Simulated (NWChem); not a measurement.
# CH4Se (SMILES C[SeH]): levels of theory compared

Aim: a comparison of 6 runs (wB97X/def2-SVPD, B2PLYP/def2-SVPD, B3LYP/def2-SVPD, BHLYP/def2-SVPD, CAM-B3LYP/def2-SVPD, M06-2X/def2-SVPD) of CH4Se. 

The results are computed with NWChem 7.3.0.

### Step 1. Starting point

CH4Se: 6 atoms, total charge 0, spin state singlet. As SMILES, `C[SeH]`. The shape is that of a PBE0-D4/def2-TZVP optimisation.

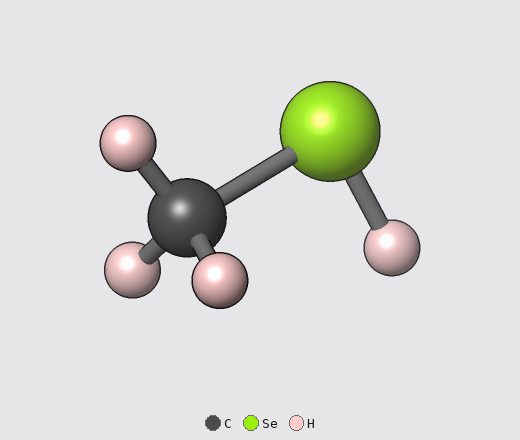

The structure, seen from a chosen angle (carbon dark grey, selenium green, hydrogen pink).

### Step 2. Energy and gradient at wB97X/def2-SVPD (run 1)

File ch4se.nw:

```
start ch4se
memory total 2200 mb
charge 0
geometry noautosym nocenter noautoz
 C       -0.134400      -0.353500      -0.393800
 Se       0.854300       0.256800       1.170700
 H       -1.197900      -0.413200      -0.174800
 H        0.243900      -1.350000      -0.617200
 H        0.051300       0.300400      -1.242700
 H        0.182800       1.559600       1.257800
end
basis spherical bse
 C library def2-SVPD
 Se library def2-SVPD
 H library def2-SVPD
end
dft
 xc wb97x
 grid fine
 convergence energy 1e-08
 maxiter 100
 mulliken
 print low
end
task dft gradient
```

Command:

```
nwchem ch4se.nw > ch4se.out
```

The log of the run:

```text
[...]
 d= 0,ls=0.0,diis     1  -2441.7392454029 -2.54D+03  5.61D-03  2.07D-01     3.1
[...]
 d= 0,ls=0.0,diis     9  -2441.7613902169 -5.11D-09  1.01D-06  1.22D-09    25.2
         Total DFT energy =    -2441.761390216918
      One electron energy =    -3596.742255915095
           Coulomb energy =     1148.579544421562
    Exchange-Corr. energy =      -94.071430602244
 Nuclear repulsion energy =      100.472751878858
[...]
      Total Density - Mulliken Population Analysis
     ---------------------------------------------
    Atom       Charge   Shell Charges
 -----------   ------   -------------------------------------------------------
    1 C    6     5.89   1.98  0.91 -0.15 -0.01  2.08  0.99  0.02  0.06
    2 Se  34    34.10   2.00  2.00  1.99  1.40  0.38  0.03  6.00  5.97  2.00  2.10  0.10  8.17  1.76  0.15  0.04
    3 H    1     1.03   0.75  0.20  0.02  0.06
    4 H    1     1.02   0.74  0.20  0.02  0.06
    5 H    1     1.03   0.75  0.20  0.02  0.06
    6 H    1     0.93   0.70  0.16  0.02  0.04
[...]
                         DFT ENERGY GRADIENTS
    atom               coordinates                        gradient
                 x          y          z           x          y          z
   1 C      -0.253979  -0.668018  -0.744174   -0.004305  -0.002610  -0.006709
   2 Se      1.614393   0.485282   2.212302    0.001030  -0.000814   0.000656
   3 H      -2.263703  -0.780835  -0.330324    0.005568   0.000622  -0.000401
   4 H       0.460904  -2.551130  -1.166339   -0.001218   0.004965   0.001888
   5 H       0.096943   0.567674  -2.348362   -0.000514  -0.002836   0.004768
   6 H       0.345442   2.947217   2.376897   -0.000561   0.000674  -0.000201
 Task  times  cpu:       39.0s     wall:       39.0s
 Total times  cpu:       39.0s     wall:       39.0s
```

Wall time 40 s (1 thread of AMD EPYC 9R45 (Zen 5), shared host); peak memory 0.13 GiB.

### Step 3. The energy at B2PLYP/def2-SVPD (run 2)

File run.xyz:

```xyz
6
CH4Se energy
C     -0.134400    -0.353500    -0.393800
Se     0.854300     0.256800     1.170700
H     -1.197900    -0.413200    -0.174800
H      0.243900    -1.350000    -0.617200
H      0.051300     0.300400    -1.242700
H      0.182800     1.559600     1.257800
```

File run.nw:

```
start run
title "CH4Se energy"
memory 2200 mb

geometry units angstrom noautosym nocenter noautoz
load run.xyz
end

basis spherical bse
* library def2-SVPD
end

dft
xc hfexch 0.53 becke88 0.47 lyp 0.73 mp2 0.27
dftmp2 semidirect
grid fine
convergence energy 1e-08
maxiter 100
mulliken
end

mp2
freeze core 10
end

task dft energy
```

Command:

```
nwchem run.nw > run.out
```

The log of the run:

```text
[...]
          Wavefunction type:  closed shell.
          No. of atoms     :     6
          No. of electrons :    44
[...]
          Charge           :     0
          Spin multiplicity:     1
[...]
          AO basis - number of functions:    93
[...]
              XC Information
              --------------
                     Hartree-Fock (Exact) Exchange  0.530
                    Becke 1988 Exchange Functional  0.470
              Lee-Yang-Parr Correlation Functional  0.730
[...]
 d= 0,ls=0.0,diis     1  -2441.1477039914 -2.54D+03  5.00D-03  1.36D-01     1.2
[...]
 d= 0,ls=0.0,diis     8  -2441.1674523443 -4.39D-09  1.19D-06  2.29D-08     7.0
         Total DFT energy =    -2441.167452344263
      One electron energy =    -3596.996495529067
           Coulomb energy =     1148.862934090262
    Exchange-Corr. energy =      -93.506642784317
 Nuclear repulsion energy =      100.472751878859
[...]
      Total Density - Mulliken Population Analysis
     ---------------------------------------------
    Atom       Charge   Shell Charges
 -----------   ------   -------------------------------------------------------
    1 C    6     5.91   1.99  0.91 -0.12 -0.02  2.06  1.01  0.03  0.05
    2 Se  34    34.14   2.00  2.00  1.99  1.40  0.42  0.02  6.00  5.98  1.96  2.14  0.11  8.18  1.77  0.13  0.04
    3 H    1     1.02   0.75  0.18  0.02  0.06
    4 H    1     1.01   0.75  0.17  0.02  0.06
    5 H    1     1.02   0.75  0.18  0.02  0.06
    6 H    1     0.91   0.71  0.14  0.02  0.04
[...]
  Basis functions       =     93
[...]
```

Run time: 9.3 s. Hardware: 1 thread of AMD EPYC 9R45 (Zen 5), shared host; peak memory 0.24 GiB.

### Step 4. Energy and gradient at B3LYP/def2-SVPD (run 3)

File ch4se.xyz:

```xyz
6
CH4Se B3LYP
C     -0.134400    -0.353500    -0.393800
Se     0.854300     0.256800     1.170700
H     -1.197900    -0.413200    -0.174800
H      0.243900    -1.350000    -0.617200
H      0.051300     0.300400    -1.242700
H      0.182800     1.559600     1.257800
```

File run.py:

```python
from ase.io import read
from ase.calculators.nwchem import NWChem

atoms = read('ch4se.xyz')

calc = NWChem(
    label='ch4se',
    theory='dft',
    memory='2200 mb',
    basis='def2-SVPD',
    basispar='spherical bse',
    dft={'xc': 'b3lyp', 'mult': '1', 'grid': 'fine', 'convergence': 'energy 1e-08', 'iterations': '100', 'mulliken': None},
)
atoms.calc = calc

forces = atoms.get_forces()
print("Total energy (eV):", round(atoms.get_potential_energy(), 6))
print("forces (eV/A):")
for s, f in zip(atoms.symbols, forces):
    print(f"{s:2s} {f[0]:10.5f} {f[1]:10.5f} {f[2]:10.5f}")
print("dipole (e A):", atoms.get_dipole_moment().round(4))
```

Command:

```
export ASE_NWCHEM_COMMAND="nwchem PREFIX.nwi > PREFIX.nwo"
python run.py
```

The log of the run:

```text
Total energy (eV): -66444.189642
forces (eV/A):
C    -0.01733   -0.01157   -0.03152
Se    0.28015   -0.01466    0.31789
H    -0.29084   -0.02905    0.02041
H     0.07297   -0.25202   -0.08279
H     0.02448    0.15026   -0.24770
H    -0.06942    0.15704    0.02376
dipole (e A): [-0.1859 -0.0061 -0.2214]
```

The calculator wrote ch4se.nwi:

```
title "ch4se"

permanent_dir ch4se

scratch_dir ch4se

start ch4se

geometry units angstrom nocenter noautosym noautoz
  C  -1.3439999999999999e-01 -3.5349999999999998e-01 -3.9379999999999998e-01
  Se 8.5429999999999995e-01 2.5679999999999997e-01 1.1707000000000001e+00
  H  -1.1979000000000000e+00 -4.1320000000000001e-01 -1.7480000000000001e-01
  H  2.4390000000000001e-01 -1.3500000000000001e+00 -6.1719999999999997e-01
  H  5.1299999999999998e-02 3.0040000000000000e-01 -1.2426999999999999e+00
  H  1.8279999999999999e-01 1.5596000000000001e+00 1.2578000000000000e+00
end

memory 2200 mb

basis spherical bse noprint
   * library def2-SVPD
end

dft
  xc b3lyp
  mult 1
  grid fine
  convergence energy 1e-08
  iterations 100
  mulliken
end

task dft gradient
```

ch4se.nwo:

```text
Northwest Computational Chemistry Package (NWChem) 7.3.0
             --------------------------------------------------------

           Job information
           ---------------

    nwchem branch   = 7.3.0
    use scalapack   = T
    input           = ch4se.nwi
    prefix          = ch4se.
    data base       = ch4se/ch4se.db
    status          = startup
    nproc           =        1

           Memory information
           ------------------

    heap     =     72089600 doubles =      550.0 Mbytes
    stack    =     72089597 doubles =      550.0 Mbytes
    global   =    144179200 doubles =     1100.0 Mbytes (distinct from heap & stack)
    total    =    288358397 doubles =     2200.0 Mbytes
    verify   = yes
    hardfail = no

[... 102 lines left out ...]
  convergence criterion.
[... 40 lines left out ...]
          Spatial weights used:  Erf1
[... 73 lines left out ...]
         Total DFT energy =    -2441.778951729585
[... 3 lines left out ...]
 Nuclear repulsion energy =      100.472751878858
[... 736 lines left out ...]
          Convergence on gradient requested:  5.00D-04
[... 27 lines left out ...]
          total energy or number of iterations.
[... 37 lines left out ...]
                 ----------------------------------------
                 |  Time  |  1-e(secs)   |  2-e(secs)   |
                 ----------------------------------------
                 |  CPU   |       0.00   |       2.44   |
                 ----------------------------------------
                 |  WALL  |       0.00   |       2.44   |
                 ----------------------------------------

 Task  times  cpu:        9.9s     wall:        9.9s
 Total times  cpu:        9.9s     wall:        9.9s
```

Run time: 11 s. Hardware: 1 thread of AMD EPYC 9R45 (Zen 5), shared host; peak memory 0.12 GiB.

Runs 4 to 5 aren't shown in full; the table further down has their settings and results.

### Step 5. Energy and forces at M06-2X/def2-SVPD (run 6)

File mymol.xyz:

```xyz
6
CH4Se
C     -0.134400    -0.353500    -0.393800
Se     0.854300     0.256800     1.170700
H     -1.197900    -0.413200    -0.174800
H      0.243900    -1.350000    -0.617200
H      0.051300     0.300400    -1.242700
H      0.182800     1.559600     1.257800
```

File run.py:

```python
from ase.io import read
from ase.calculators.nwchem import NWChem

mol = read('mymol.xyz')

calc = NWChem(
    label='mymol',
    theory='dft',
    memory='2200 mb',
    basis='def2-SVPD',
    basispar='spherical bse',
    dft={'xc': 'm06-2x', 'mult': '1', 'grid': 'fine', 'convergence': 'energy 1e-08', 'iterations': '100', 'mulliken': None},
)
mol.calc = calc

forces = mol.get_forces()
print(f"energy = {mol.get_potential_energy():.6f} eV")
print("forces (eV/A):")
for s, f in zip(mol.symbols, forces):
    print(f"{s:2s} {f[0]:10.5f} {f[1]:10.5f} {f[2]:10.5f}")
print("dipole (e A):", mol.get_dipole_moment().round(4))
```

Command:

```
export ASE_NWCHEM_COMMAND="nwchem PREFIX.nwi > PREFIX.nwo"
python run.py
```

The log of the run:

```text
energy = -66443.026520 eV
forces (eV/A):
C     0.05903    0.04067    0.09261
Se    0.06397    0.02772    0.09354
H    -0.21294   -0.01980    0.03733
H     0.06006   -0.18815   -0.05523
H     0.03553    0.12136   -0.17360
H    -0.00566    0.01825    0.00540
dipole (e A): [-0.2011  0.0038 -0.2326]
```

The calculator wrote mymol.nwi:

```
title "mymol"

permanent_dir mymol

scratch_dir mymol

start mymol

geometry units angstrom nocenter noautosym noautoz
  C  -1.3439999999999999e-01 -3.5349999999999998e-01 -3.9379999999999998e-01
  Se 8.5429999999999995e-01 2.5679999999999997e-01 1.1707000000000001e+00
  H  -1.1979000000000000e+00 -4.1320000000000001e-01 -1.7480000000000001e-01
  H  2.4390000000000001e-01 -1.3500000000000001e+00 -6.1719999999999997e-01
  H  5.1299999999999998e-02 3.0040000000000000e-01 -1.2426999999999999e+00
  H  1.8279999999999999e-01 1.5596000000000001e+00 1.2578000000000000e+00
end

memory 2200 mb

basis spherical bse noprint
   * library def2-SVPD
end

dft
  xc m06-2x
  mult 1
  grid fine
  convergence energy 1e-08
  iterations 100
  mulliken
end

task dft gradient
```

mymol.nwo:

```text
Northwest Computational Chemistry Package (NWChem) 7.3.0
             --------------------------------------------------------

           Job information
           ---------------

    nwchem branch   = 7.3.0
    use scalapack   = T
    input           = mymol.nwi
    prefix          = mymol.
    data base       = mymol/mymol.db
    status          = startup
    nproc           =        1

           Memory information
           ------------------

    heap     =     72089600 doubles =      550.0 Mbytes
    stack    =     72089597 doubles =      550.0 Mbytes
    global   =    144179200 doubles =     1100.0 Mbytes (distinct from heap & stack)
    total    =    288358397 doubles =     2200.0 Mbytes
    verify   = yes
    hardfail = no

[... 102 lines left out ...]
  convergence criterion.
[... 38 lines left out ...]
          Spatial weights used:  Erf1
[... 73 lines left out ...]
         Total DFT energy =    -2441.736207798975
[... 3 lines left out ...]
 Nuclear repulsion energy =      100.472751878858
[... 736 lines left out ...]
          Convergence on gradient requested:  5.00D-04
[... 25 lines left out ...]
          total energy or number of iterations.
[... 37 lines left out ...]
                 ----------------------------------------
                 |  Time  |  1-e(secs)   |  2-e(secs)   |
                 ----------------------------------------
                 |  CPU   |       0.00   |       2.47   |
                 ----------------------------------------
                 |  WALL  |       0.00   |       2.47   |
                 ----------------------------------------

 Task  times  cpu:       12.1s     wall:       12.1s
 Total times  cpu:       12.2s     wall:       12.2s
```

Run time: 13 s. Hardware: 1 thread of AMD EPYC 9R45 (Zen 5), shared host; peak memory 0.13 GiB.

### Step 6. All runs side by side

```csv
run,level,task,frozen core orbitals,energy (Eh),largest force (eV/Å),wall time
1,wB97X/def2-SVPD,gradient,–,-2441.761390,0.431,40 s
2,B2PLYP/def2-SVPD,energy,10,-2441.298761,–,9.3 s
3,B3LYP/def2-SVPD,gradient,–,-2441.778952,0.424,11 s
4,BHLYP/def2-SVPD,gradient,–,-2441.696253,0.200,11 s
5,CAM-B3LYP/def2-SVPD,gradient,–,-2441.834714,0.248,35 s
6,M06-2X/def2-SVPD,gradient,–,-2441.736208,0.217,13 s
```

### Step 7. What came out

```
                       quantity           value
            run 6: total energy  -2441.73621 Eh
           run 6: dipole moment          1.48 D
             run 6: HOMO energy        -7.63 eV
             run 6: LUMO energy         0.32 eV
           run 6: HOMO–LUMO gap         7.95 eV
run 6: largest force on an atom      0.217 eV/Å
```

In words: Over runs 2, 3, 4, 5, 6 the dipole moment (its size) runs from 1.39 D (B3LYP/def2-SVPD) to 1.48 D (M06-2X/def2-SVPD). Over runs 2, 3, 4, 5, 6 the HOMO–LUMO gap runs from 5.87 eV (B3LYP/def2-SVPD) to 8.47 eV (CAM-B3LYP/def2-SVPD). Totals of different functionals can't be ranked against each other. All runs together took 2 min, the longest 40 s.
